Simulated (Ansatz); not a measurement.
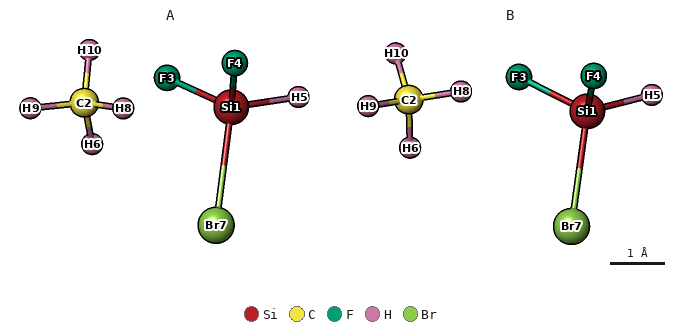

Two geometries of CH5BrF2Si, drawn at one scale. One is the start of a relaxation, the other its converged end. The picture is a ball-and-stick view, seen at a tilt.

Method: Ansatz 0.2.0, RKS r2SCAN/def2-SVP. Set-up: no spin polarisation; force threshold 0.03 eV/Å; at most 50 steps.

Which of the two is the end point?

Answer. Structure B is the relaxed one. The run prepares an end point of a later path (reaction) calculation, from a guessed geometry. Over 14 accepted moves (16 points after the start) the energy falls by 17.7 kJ/mol. The largest force component goes from 1 to 0.01 eV/Å. The line search rejected the trial steps at points 11, 12 of the run. The forces were under the threshold at step 5, but the run went on from there. H10 moves most after the best rigid fit: 0.64 Å. Largest moves by element: H 0.64 Å, F 0.43 Å, Br 0.39 Å, Si 0.32 Å, C 0.30 Å. Among the contacts that change: Si1–Br7 2.274 → 2.192 Å, C2–H6 1.084 → 1.098 Å. Among the angles between lasting bonds that change: H5–Si1–Br7 109.0° → 111.6°, F3–Si1–F4 109.8° → 107.6°. Cost: 68 s on 4 threads of Arm Neoverse N1, with other jobs on the host, peak memory 0.21 GiB.

Limits of the set-up: the start holds two separate molecules, 2.5 Å apart at their closest, whose relative position is a soft coordinate and is computed without a dispersion correction.
